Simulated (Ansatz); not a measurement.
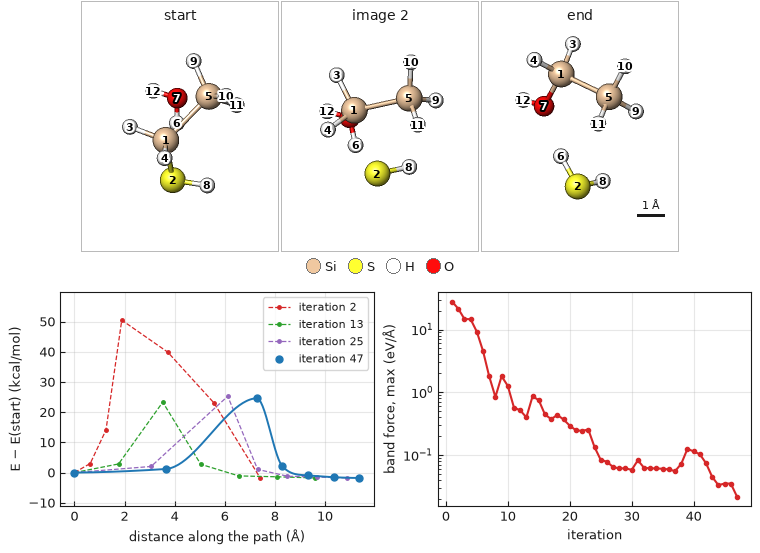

NEB run on Si2H8SO, made up at the start of Si2H6S and H2O. Images are numbered from 0 (start) to 6 (end). The plot follows the band through its iterations. Style: ball-and-stick. Shown from a free direction.

Computed with RKS PBE0-D4/6-31G* in Ansatz 0.2.0. Set-up: 5 movable images; climbing image; force threshold 0.03 eV/Å; iteration limit 60; spring constant 50.0 eV/Å²; starting path through a guess of the saddle point.

Question: Did the band converge, and can the barrier be trusted?

Answer: The run is converged, with reservations. The band converged in 47 iterations. The largest component of the band force went from 28 to 0.022 eV/Å. The climbing image converged on the top of the path. Its curvatures weren't checked. The spring constant is far from the usual few eV/Å², which spoils the spacing or the steps. The first iteration put the highest image at 139.7 kcal/mol. The highest point, image 2, lies 24.6 kcal/mol above the start and 26.4 kcal/mol above the end; the end is at −1.8 kcal/mol relative to the start.

Limits of the set-up: the start holds two separate molecules, 2.6 Å apart at their closest, whose relative position is a soft coordinate.

The run took 11 min on 2 threads of Arm Neoverse V1, on a shared host, peak memory 0.2 GiB.
